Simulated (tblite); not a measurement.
**Run report: C2H11FN2Si2, geometry relaxation (part 4 of 4)**

C2H11FN2Si2, SMILES NCCN[SiH2][SiH2]F; GFN2-xTB geometry optimisation, gas phase (tblite 0.8.0). It belongs to a series of runs on one base structure; here: NH inserted into a C-Si bond.

Geometry of the input (Å):
```
N  -2.4053  1.1909  -0.7804
C  -2.3408  -0.0461  -0.1073
C  -1.0349  -0.7906  -0.1717
N  0.0060  0.0460  0.3812
Si 1.6022  -0.7609  0.3528
Si 2.9409  0.5415  -0.8882
F  4.0413  -0.4204  -1.7328
H  -3.2077  1.2775  -1.4450
H  -1.5671  1.5383  -1.2406
H  -3.1478  -0.7216  -0.4878
H  -2.5472  0.1533  0.9863
H  -0.7963  -1.1001  -1.2211
H  -1.1680  -1.7326  0.4030
H  0.0848  0.9168  -0.1514
H  1.5100  -2.0941  -0.2405
H  2.1889  -0.8182  1.7133
H  2.1977  1.3189  -1.8859
H  3.6344  1.5076  -0.0249
```

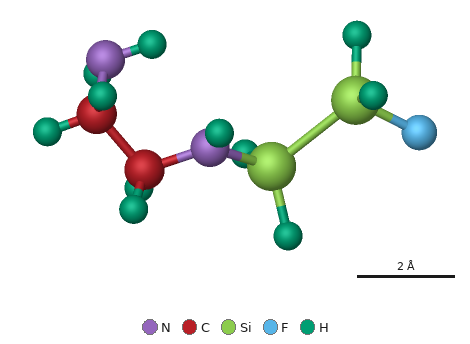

Figure 1. The geometry at step 191 of the log (ball-and-stick view, seen at a tilt).

## Trajectory as extended XYZ, continued
```
18
Properties=species:S:1:pos:R:3:forces:R:3 step=167 energy=-652.94131
N    -2.3338    0.7953   -1.2888    0.0030  -0.0140   0.0020
C    -2.3777    0.2334    0.0472   -0.0030   0.0090  -0.0030
C    -1.2248   -0.7369    0.3575   -0.0060   0.0130  -0.0030
N     0.0480   -0.0792    0.1945    0.0160  -0.0190  -0.0110
Si    1.4255   -0.8552   -0.4751   -0.0040  -0.0180   0.0030
Si    2.9953    0.7856   -0.7672    0.0000   0.0010   0.0080
F     4.4014    0.0061   -0.9255    0.0090   0.0010  -0.0110
H    -2.4294    0.0567   -1.9794    0.0000   0.0010   0.0210
H    -1.4246    1.2242   -1.4367    0.0010   0.0050   0.0010
H    -3.3310   -0.2849    0.1734   -0.0090   0.0000   0.0010
H    -2.3448    1.0670    0.7565    0.0050  -0.0060  -0.0140
H    -1.2517   -1.5755   -0.3415   -0.0110   0.0050   0.0070
H    -1.3470   -1.1393    1.3725   -0.0050  -0.0020  -0.0050
H     0.1565    0.6830    0.8462   -0.0040   0.0070   0.0000
H     0.9371   -1.4394   -1.7379    0.0020  -0.0040   0.0020
H     1.8911   -2.0138    0.3198    0.0050   0.0080  -0.0080
H     2.9341    1.5755   -1.9945   -0.0010   0.0040  -0.0080
H     3.2672    1.7038    0.3380    0.0030   0.0090   0.0190
18
Properties=species:S:1:pos:R:3:forces:R:3 step=172 energy=-652.94163
N    -2.3109    0.7846   -1.2983   -0.0090   0.0000  -0.0130
C    -2.3758    0.2357    0.0415    0.0070   0.0020  -0.0020
C    -1.2291   -0.7351    0.3718   -0.0020  -0.0030   0.0040
N     0.0479   -0.0850    0.2115   -0.0030  -0.0090   0.0030
Si    1.4181   -0.8557   -0.4785    0.0010   0.0080  -0.0060
Si    2.9862    0.7891   -0.7682   -0.0040   0.0040   0.0010
F     4.3901    0.0114   -0.9532    0.0080   0.0000  -0.0030
H    -2.3898    0.0371   -1.9808   -0.0020  -0.0020  -0.0040
H    -1.4008    1.2159   -1.4329   -0.0010   0.0020  -0.0090
H    -3.3325   -0.2786    0.1608    0.0030   0.0080  -0.0010
H    -2.3473    1.0762    0.7415   -0.0020   0.0050   0.0140
H    -1.2547   -1.5806   -0.3185   -0.0100  -0.0020   0.0030
H    -1.3620   -1.1263    1.3896    0.0060  -0.0030   0.0020
H     0.1576    0.6799    0.8602    0.0070  -0.0070  -0.0100
H     0.9205   -1.4262   -1.7449    0.0040  -0.0020   0.0120
H     1.8895   -2.0222    0.3003    0.0040   0.0030  -0.0040
H     2.9142    1.5907   -1.9886   -0.0060  -0.0010   0.0120
H     3.2702    1.6953    0.3453    0.0000  -0.0040   0.0000
18
Properties=species:S:1:pos:R:3:forces:R:3 step=177 energy=-652.94199
N    -2.2985    0.7717   -1.3106    0.0030  -0.0020   0.0140
C    -2.3690    0.2449    0.0383   -0.0010   0.0030   0.0030
C    -1.2326   -0.7338    0.3834   -0.0030  -0.0020   0.0000
N     0.0503   -0.0957    0.2237    0.0060  -0.0100  -0.0040
Si    1.4128   -0.8567   -0.4909   -0.0020  -0.0010   0.0120
Si    2.9786    0.7928   -0.7640    0.0020  -0.0100   0.0010
F     4.3848    0.0204   -0.9568    0.0000   0.0070   0.0000
H    -2.3738    0.0107   -1.9785   -0.0040   0.0050  -0.0110
H    -1.3884    1.2018   -1.4503   -0.0060  -0.0050  -0.0020
H    -3.3318   -0.2568    0.1628    0.0030  -0.0050   0.0020
H    -2.3342    1.0940    0.7279    0.0060   0.0050  -0.0060
H    -1.2650   -1.5849   -0.2999    0.0020   0.0000   0.0020
H    -1.3709   -1.1158    1.4041   -0.0060   0.0060  -0.0040
H     0.1711    0.6618    0.8783   -0.0030   0.0120   0.0010
H     0.9037   -1.4098   -1.7593    0.0010  -0.0070  -0.0030
H     1.8922   -2.0327    0.2684    0.0020  -0.0010  -0.0050
H     2.9038    1.6053   -1.9757   -0.0050   0.0090  -0.0030
H     3.2580    1.6892    0.3583    0.0040  -0.0030   0.0040
18
Properties=species:S:1:pos:R:3:forces:R:3 step=182 energy=-652.94220
N    -2.2771    0.7637   -1.3195   -0.0050  -0.0050  -0.0230
C    -2.3640    0.2484    0.0324   -0.0010  -0.0040  -0.0090
C    -1.2359   -0.7325    0.3977   -0.0040  -0.0040  -0.0020
N     0.0521   -0.1044    0.2427   -0.0070   0.0050   0.0040
Si    1.4060   -0.8575   -0.4938    0.0150  -0.0040  -0.0080
Si    2.9692    0.7950   -0.7631   -0.0020   0.0120  -0.0060
F     4.3741    0.0275   -0.9809    0.0010   0.0050   0.0020
H    -2.3534   -0.0003   -1.9842   -0.0070   0.0060   0.0050
H    -1.3628    1.1850   -1.4561    0.0040   0.0040   0.0050
H    -3.3295   -0.2494    0.1498    0.0000   0.0030   0.0100
H    -2.3327    1.1037    0.7142    0.0030   0.0040   0.0030
H    -1.2680   -1.5906   -0.2766    0.0030  -0.0040   0.0030
H    -1.3862   -1.1009    1.4213    0.0000  -0.0030   0.0030
H     0.1740    0.6577    0.8920    0.0030   0.0020  -0.0050
H     0.8900   -1.4013   -1.7644   -0.0010   0.0030   0.0070
H     1.8960   -2.0405    0.2466   -0.0030  -0.0080   0.0060
H     2.8800    1.6222   -1.9650   -0.0030   0.0020   0.0080
H     3.2593    1.6806    0.3659    0.0030  -0.0130  -0.0040
18
Properties=species:S:1:pos:R:3:forces:R:3 step=186 energy=-652.94242
N    -2.2646    0.7558   -1.3297    0.0050   0.0020   0.0030
C    -2.3576    0.2530    0.0265   -0.0020   0.0030   0.0050
C    -1.2376   -0.7315    0.4078    0.0060   0.0000   0.0000
N     0.0552   -0.1133    0.2544    0.0010   0.0070  -0.0010
Si    1.4031   -0.8612   -0.4985    0.0000  -0.0020   0.0040
Si    2.9610    0.7966   -0.7637    0.0010   0.0070   0.0030
F     4.3694    0.0401   -0.9964   -0.0020   0.0000  -0.0080
H    -2.3411   -0.0129   -1.9881   -0.0090  -0.0120  -0.0080
H    -1.3486    1.1738   -1.4663    0.0030   0.0020   0.0020
H    -3.3265   -0.2372    0.1480   -0.0050   0.0030   0.0000
H    -2.3220    1.1147    0.7002    0.0000   0.0030   0.0010
H    -1.2710   -1.5976   -0.2556    0.0010  -0.0050  -0.0100
H    -1.3962   -1.0868    1.4346   -0.0010  -0.0020   0.0050
H     0.1814    0.6507    0.9002    0.0010   0.0040  -0.0010
H     0.8762   -1.3943   -1.7681   -0.0020  -0.0040  -0.0100
H     1.8965   -2.0507    0.2290   -0.0010  -0.0060   0.0070
H     2.8594    1.6416   -1.9517    0.0000   0.0000   0.0010
H     3.2542    1.6656    0.3763    0.0040   0.0020   0.0070
18
Properties=species:S:1:pos:R:3:forces:R:3 step=191 energy=-652.94257
N    -2.2676    0.7588   -1.3284   -0.0050  -0.0070  -0.0100
C    -2.3587    0.2535    0.0270    0.0010  -0.0020  -0.0030
C    -1.2377   -0.7326    0.4032   -0.0080  -0.0010  -0.0010
N     0.0547   -0.1129    0.2514   -0.0060   0.0020  -0.0060
Si    1.4060   -0.8623   -0.4941    0.0100   0.0000   0.0000
Si    2.9624    0.7977   -0.7635   -0.0020  -0.0040   0.0030
F     4.3705    0.0425   -1.0041   -0.0040  -0.0020  -0.0050
H    -2.3575   -0.0062   -1.9904    0.0060   0.0090   0.0160
H    -1.3479    1.1679   -1.4662   -0.0010  -0.0040  -0.0120
H    -3.3285   -0.2345    0.1506    0.0030   0.0000  -0.0010
H    -2.3200    1.1150    0.7007    0.0040   0.0000   0.0090
H    -1.2717   -1.5961   -0.2645    0.0040   0.0090   0.0050
H    -1.3958   -1.0921    1.4288    0.0030  -0.0030  -0.0010
H     0.1788    0.6522    0.8964   -0.0010   0.0010   0.0000
H     0.8814   -1.4060   -1.7606    0.0030   0.0000  -0.0020
H     1.9037   -2.0451    0.2424   -0.0060  -0.0030   0.0030
H     2.8595    1.6453   -1.9497   -0.0040   0.0020   0.0050
H     3.2597    1.6612    0.3798    0.0030   0.0040   0.0020
18
Properties=species:S:1:pos:R:3:forces:R:3 step=196 energy=-652.94299
N    -2.2668    0.7548   -1.3347    0.0120   0.0180  -0.0010
C    -2.3515    0.2595    0.0247   -0.0090   0.0100   0.0030
C    -1.2379   -0.7345    0.3988   -0.0020   0.0100  -0.0010
N     0.0560   -0.1169    0.2519   -0.0080   0.0030  -0.0010
Si    1.4099   -0.8689   -0.4852    0.0020   0.0030   0.0000
Si    2.9570    0.7995   -0.7558    0.0160   0.0000  -0.0010
F     4.3621    0.0531   -1.0395   -0.0090  -0.0010   0.0030
H    -2.3678   -0.0137   -1.9900   -0.0030  -0.0130  -0.0020
H    -1.3448    1.1553   -1.4843   -0.0060  -0.0040  -0.0010
H    -3.3270   -0.2137    0.1592    0.0040  -0.0160   0.0020
H    -2.2957    1.1241    0.6936   -0.0040   0.0050   0.0010
H    -1.2719   -1.5941   -0.2732   -0.0040  -0.0010   0.0020
H    -1.3994   -1.0983    1.4225    0.0050  -0.0010  -0.0020
H     0.1764    0.6519    0.8931    0.0010  -0.0010   0.0030
H     0.8877   -1.4189   -1.7496    0.0070   0.0000  -0.0120
H     1.9003   -2.0497    0.2584    0.0090  -0.0050   0.0060
H     2.8299    1.6681   -1.9244   -0.0090   0.0010   0.0000
H     3.2748    1.6489    0.3933    0.0000  -0.0100   0.0000
18
Properties=species:S:1:pos:R:3:forces:R:3 step=201 energy=-652.94331
N    -2.2706    0.7665   -1.3335   -0.0030  -0.0160   0.0000
C    -2.3558    0.2575    0.0212   -0.0030  -0.0020   0.0010
C    -1.2404   -0.7369    0.3891    0.0060   0.0020   0.0010
N     0.0517   -0.1153    0.2464    0.0070   0.0100  -0.0070
Si    1.4178   -0.8707   -0.4651    0.0070  -0.0010   0.0030
Si    2.9592    0.8001   -0.7590   -0.0030  -0.0040  -0.0080
F     4.3514    0.0491   -1.0887   -0.0010   0.0010   0.0040
H    -2.3728    0.0036   -1.9960   -0.0010   0.0030   0.0070
H    -1.3484    1.1668   -1.4801    0.0040   0.0020   0.0030
H    -3.3286   -0.2228    0.1497   -0.0060   0.0000  -0.0010
H    -2.3039    1.1154    0.6992   -0.0090   0.0010  -0.0050
H    -1.2711   -1.5939   -0.2867   -0.0090   0.0070  -0.0060
H    -1.4019   -1.1080    1.4104    0.0040   0.0060   0.0010
H     0.1642    0.6571    0.8847    0.0030   0.0010   0.0050
H     0.9057   -1.4513   -1.7203    0.0120   0.0010   0.0000
H     1.9187   -2.0286    0.3090   -0.0030  -0.0010  -0.0060
H     2.8063    1.6840   -1.9135   -0.0080  -0.0020   0.0060
H     3.3097    1.6335    0.3920    0.0030  -0.0070   0.0010
18
Properties=species:S:1:pos:R:3:forces:R:3 step=206 energy=-652.94377
N    -2.2652    0.7649   -1.3388   -0.0010   0.0100  -0.0020
C    -2.3559    0.2605    0.0169   -0.0040  -0.0090   0.0020
C    -1.2405   -0.7328    0.3872   -0.0020  -0.0030  -0.0020
N     0.0518   -0.1114    0.2408   -0.0040  -0.0050   0.0050
Si    1.4236   -0.8779   -0.4490   -0.0050   0.0050  -0.0040
Si    2.9547    0.7985   -0.7586   -0.0100  -0.0070   0.0110
F     4.3377    0.0606   -1.1483    0.0080  -0.0090  -0.0090
H    -2.3636   -0.0012   -1.9977    0.0020   0.0000  -0.0050
H    -1.3422    1.1652   -1.4816   -0.0030  -0.0020  -0.0040
H    -3.3282   -0.2211    0.1413   -0.0130  -0.0050   0.0080
H    -2.3091    1.1200    0.6931    0.0000   0.0010  -0.0030
H    -1.2756   -1.5899   -0.2884    0.0100   0.0020  -0.0020
H    -1.4008   -1.1035    1.4089    0.0050   0.0100   0.0020
H     0.1620    0.6619    0.8788    0.0110   0.0000  -0.0020
H     0.9242   -1.4730   -1.7022    0.0010  -0.0030   0.0020
H     1.9189   -2.0268    0.3415    0.0000   0.0020  -0.0030
H     2.7564    1.7089   -1.8845    0.0020   0.0050  -0.0050
H     3.3431    1.6034    0.3994    0.0020   0.0070   0.0110
18
Properties=species:S:1:pos:R:3:forces:R:3 step=211 energy=-652.94392
N    -2.2715    0.7688   -1.3383   -0.0040  -0.0050   0.0000
C    -2.3586    0.2587    0.0158   -0.0020   0.0030  -0.0030
C    -1.2396   -0.7321    0.3830    0.0010   0.0020   0.0010
N     0.0517   -0.1097    0.2327    0.0050   0.0060  -0.0040
Si    1.4277   -0.8822   -0.4422    0.0040   0.0000   0.0010
Si    2.9554    0.7963   -0.7570   -0.0010   0.0020  -0.0020
F     4.3335    0.0625   -1.1723   -0.0010  -0.0050  -0.0010
H    -2.3671    0.0053   -2.0007    0.0030   0.0030   0.0000
H    -1.3511    1.1752   -1.4811   -0.0050  -0.0070   0.0010
H    -3.3299   -0.2261    0.1407    0.0060   0.0010   0.0020
H    -2.3135    1.1170    0.6937   -0.0010  -0.0050   0.0020
H    -1.2732   -1.5896   -0.2921    0.0000  -0.0010   0.0030
H    -1.3952   -1.1010    1.4060   -0.0050   0.0000  -0.0030
H     0.1629    0.6669    0.8667   -0.0010   0.0030   0.0020
H     0.9360   -1.4937   -1.6901   -0.0010   0.0000   0.0000
H     1.9229   -2.0207    0.3639   -0.0010   0.0030  -0.0050
H     2.7432    1.7174   -1.8722    0.0020   0.0000  -0.0010
H     3.3575    1.5933    0.4023    0.0030  -0.0010   0.0080
```

## Summary

- outcome: converged
- total energy: −652.9439 eV
- hardware: 1 CPU thread, shared host
- wall time: 2.7 s
- peak memory: 0.18 GiB
